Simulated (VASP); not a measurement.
Band structure of Re (hcp). All values below come from MS2 meta-GGA, VASP's PBE PAW potentials (set 64) (plane waves; VASP).

Unless said otherwise, spin-orbit coupling is left out, though it shifts the bands of the heavy elements here.

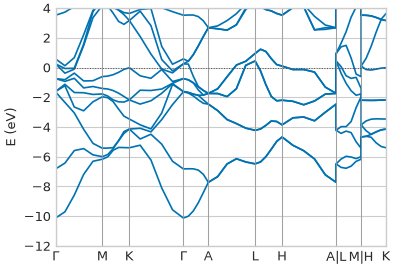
Figure. Bands along high-symmetry lines, zero at the valence-band maximum or, without a gap, the Fermi level

Q: Read the plot: is there a gap, and where are the band edges?

A: It has no gap at this level: it comes out as a metal or semimetal.

The compound is Re in the hcp structure. It was relaxed first.
